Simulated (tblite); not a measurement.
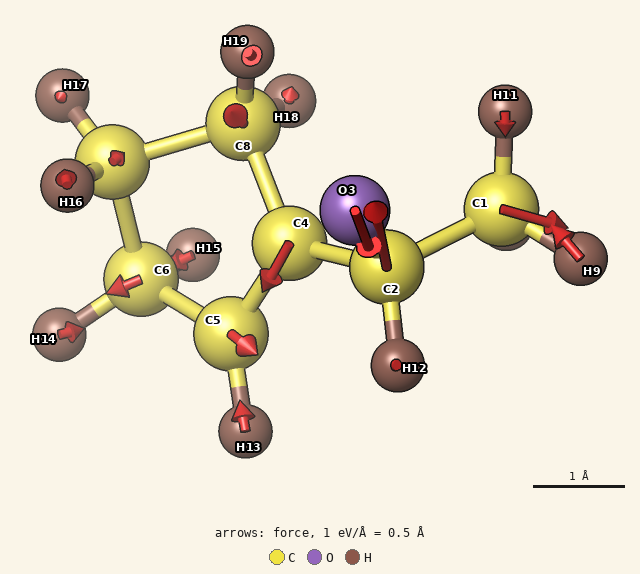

Starting geometry of C₇H₁₁O (multiplicity 2) with the computed forces as red arrows. Style: ball-and-stick. Shown at a tilt.

All numbers below come from GFN2-xTB geometry optimisation, gas phase in tblite. 

Is this structure relaxed? If not, where do the atoms go?

Answer. It isn't relaxed: the largest force vector, on a C atom, is 3.13 eV/Å. The final displacements have little in common with the starting forces (cosine between the two patterns 0.16). The largest moves after the best rigid fit, 1.46 Å, are those of H atoms. By element the largest moves are H 1.46 Å, O 1.09 Å, C 0.73 Å. Among the contacts that change: C–O 1.396 → 1.313 Å, C–C 1.522 → 1.555 Å, C–H 1.118 → 1.085 Å, C–H 1.103 → 1.125 Å. Among the angles between lasting bonds that change: C–C–C 128.6° → 120.0°, H–C–H 114.9° → 106.4°, H–C–H 115.3° → 106.9°. Groups turn about C–C by about 65°, C–C by about 30°. The energy falls by 17.1 kcal/mol in 137 geometry steps. The run took 0.96 s on 1 thread of Arm Neoverse V1 (shared host).
